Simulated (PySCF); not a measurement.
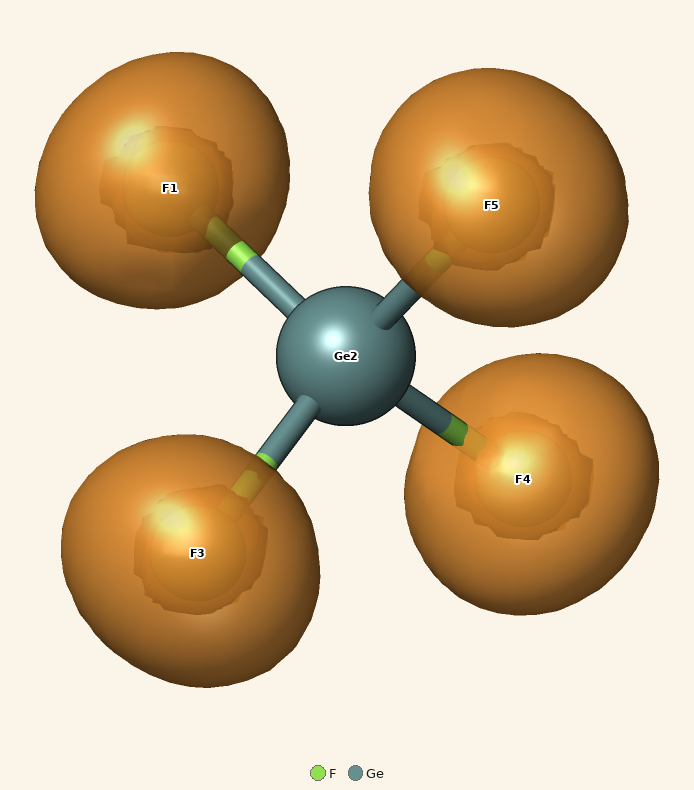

Figure. F₄Ge (SMILES [F][Ge]([F])([F])[F]). Isosurface of the ELF at 0.75 (orange), seen from one side. Only the valence region is drawn (cores and ρ < 0.01 e/Å³ removed).

Geometry: PBE0-D3(BJ)/ma-def2-SVP.

All numbers below come from DFT single point, gas phase, functional wB97X in PySCF.

Input file:

```
{"job": {"kind": "sp", "xc": "wB97X", "basis": "ma-def2-TZVP", "d3": "d3bj", "grid": 2}, "charge": 0, "multiplicity": 1}
F      1.297484    -1.104389    -0.101350
Ge     0.004081     0.000857    -0.007678
F      0.618941     1.589543    -0.028825
F     -1.037719    -0.225616    -1.336762
F     -0.861207    -0.254815     1.437571
```

Launched as:

```sh
OMP_NUM_THREADS=1 python redox_run.py task.json out
```

Describe the localisation domains.

The surface consists of four regions wrapped around F (the valence shell of each). Profiles from the grid: Ge–F (1.70 Å): the ELF peaks at about 0.80 in the valence shell of F, 0.6 Å from its nucleus, and is about 0.25 at the midpoint.
